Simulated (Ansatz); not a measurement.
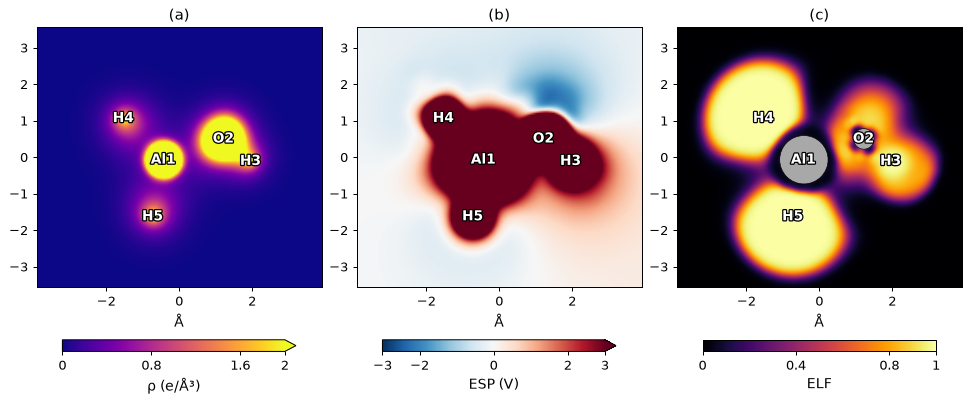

Figure. AlH3O···PH3. (a) total electron density; (b) molecular electrostatic potential; (c) ELF on the plane of atoms Al1, O2 and H3. Grey discs cover the atomic cores in the ELF map.

All numbers below come from Ansatz 0.2.0, RKS B3LYP-D4/cc-pVDZ.

```xyz
9

Al    0.1894   -0.0876    0.1760
O    -0.2595   -0.6605    1.7569
H    -1.1846   -0.7934    1.9988
H     1.7442   -0.0205   -0.0901
H    -0.9344    0.1866   -0.9136
P     0.2413    3.1632    1.4276
H     1.5432    2.6574    1.1006
H    -0.3565    2.6702    0.2163
H    -0.1144    1.9961    2.1841
```

Describe what can be read from this map.

Answer. The section cuts through Al, O and H sites.
Al–O (1.74 Å): the density is about 0.73 e/Å³ at the midpoint; the ELF peaks at about 0.85 in the valence shell of O, 0.6 Å from its nucleus, and is about 0.45 at the midpoint.
O–H (0.97 Å): ρ at the midpoint is about 3.6 e/Å³; the ELF climbs to about 1 towards the hydrogen, as it does in any bond to H (an ordinary covalent bond to hydrogen).
Al–H (1.58 Å): the density is about 0.52 e/Å³ at the midpoint; the ELF climbs to about 1 towards the hydrogen.
The ELF also peaks beside O2, away from the bonds: lone-pair regions.
Outside the dense part of the complex the potential is most negative (−2.3 V) near O2.
